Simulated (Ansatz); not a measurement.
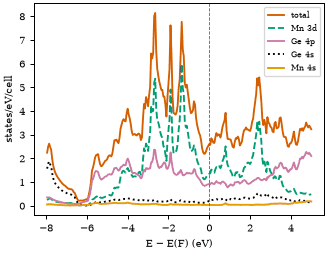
Total and projected density of states of MnGe2 in space group I4/mcm (No. 140; Mn on 4a, Ge on 8h), DFT-r²SCAN in the program Ansatz with PAW potentials

Question: Which orbitals carry the states next to the Fermi level?

Answer: Within 0.5 eV of the Fermi level: Mn 3d 53 %, Ge 4p 35 %, Ge 4s 7 %. Projections are on Löwdin-orthogonalised atomic valence shells; empty p or d shells of many metals are not among them.

Question: Where is the tallest occupied peak in this window, and what makes it?

Answer: Near -2.6 eV, about 8.1 states/eV per cell; the largest projected share is Mn 3d.

The first step of the workflow began from a Materials Project structure, measured or hypothetical; the Crystallography Open Database copy checked does not list it. Whether it is the stable phase at ambient conditions was not checked. Symmetry was held in the r²SCAN relaxation; its stability against distortions is not shown here. The final state is ferromagnetic, chosen from 3 collinear starts compared on coarse meshes (ties went to the first, and starts can fall back to one state), not a proven ground state. Other orbital occupations within this spin state were not tried. Scalar-relativistic: spin–orbit coupling is off unless named, which matters more the heavier the elements.

Potentials: the later of the program's two PAW sets.
